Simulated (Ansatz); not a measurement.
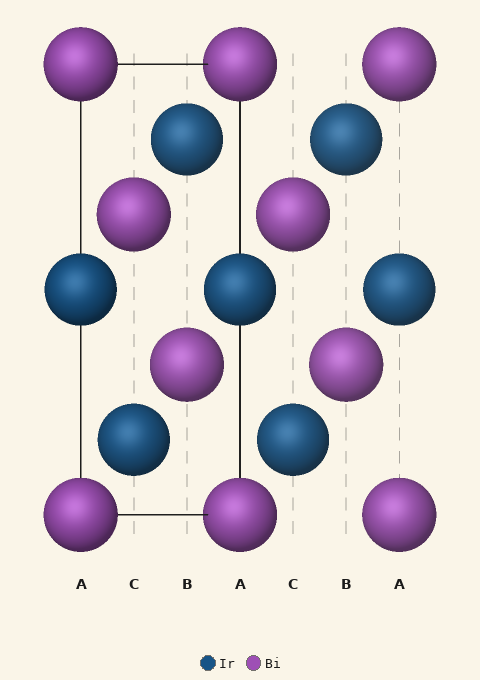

The picture looks along a close-packed row of the hexagonal mesh; [111] points upwards. The dashed lines mark the three columns A (0, 0), B (1/3, 2/3) and C (2/3, 1/3). The box is the hexagonal cell of the face-centred cubic lattice. The sequence starts with the first layer at or above the cell's origin.

BiIr (space group Fm-3m, No. 225): the input geometry of an electronic-structure calculation (not necessarily at equilibrium); the starting structure was generated, so it need not be a known form of this composition.

### Read off the stacking sequence over one period.

Bi(A) – Ir(C) – Bi(B) – Ir(A) – Bi(C) – Ir(B) (six layers in 9.64 Å).
